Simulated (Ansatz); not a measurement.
ClF$_{2}$H$_{3}$MoO$_{3}$ (SMILES [OH][Mo]([OH])([OH])([F])([F])[Cl])

The calculation's input:

```
crystal:
  periodic: [false, false, false]
  atoms:
    - {symbol: O, position_ang: [-0.701214, -1.519380, -0.524928]}
    - {symbol: Mo, position_ang: [-0.086763, 0.119584, 0.064302]}
    - {symbol: O, position_ang: [1.026102, -0.664307, 1.323341]}
    - {symbol: O, position_ang: [1.224674, 0.189344, -1.225477]}
    - {symbol: F, position_ang: [-1.695593, 0.131850, 1.003407]}
    - {symbol: F, position_ang: [0.322928, 1.652691, 1.054155]}
    - {symbol: Cl, position_ang: [-1.218179, 1.553946, -1.401493]}
    - {symbol: H, position_ang: [-1.482424, -1.940272, -0.148491]}
    - {symbol: H, position_ang: [1.492228, -0.102590, 1.954740]}
    - {symbol: H, position_ang: [1.118241, 0.579135, -2.099547]}
basis:
  gaussian: {orbitals: def2-TZVPP}
hamiltonian: {xc: pbe0, dispersion: d4}
output: {orbitals: {seedname: orbitals}}
```

Launched as:

```sh
ansatz run in.yaml --threads 4 --pin off --events-out ev --progress --plain --max-ram 11315MiB
```

Geometry: PBE0-D4/def2-TZVP; core potentials replace the inner electrons of Mo.

The calculation used Ansatz, RKS PBE0-D4/def2-TZVPP.

> What can the converged electron density and electron localisation function tell about the bonding?

Mo–O (1.84 Å): ρ is about 1.3 e/Å³ halfway; the ELF peaks at about 0.85 in the valence shell of O, 0.6 Å from its nucleus, and drops to about 0.30 between the two atoms.
Mo–F (1.86 Å): the density is about 1.1 e/Å³ at the midpoint; the ELF peaks at about 0.80 in the valence shell of F, 0.5 Å from its nucleus, and drops to about 0.25 between the two atoms.
O–H (0.96 Å): ρ at the midpoint is about 3.9 e/Å³; the ELF climbs to about 1 towards the hydrogen, as it does in any bond to H: an ordinary covalent bond to hydrogen.

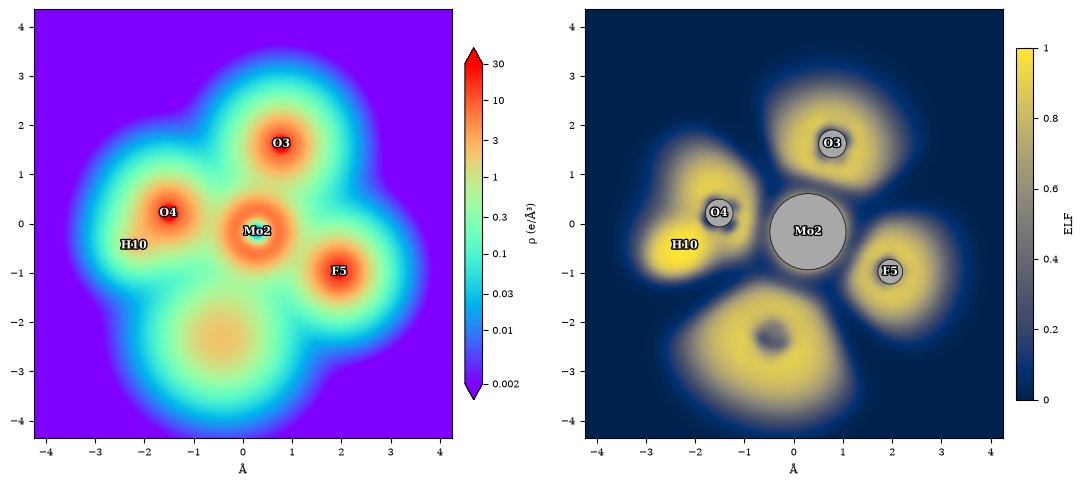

Computed electron density and electron localisation function on the plane of atoms O3, Mo2 and O4, in this order. Grey discs cover the atomic cores in the ELF map. 
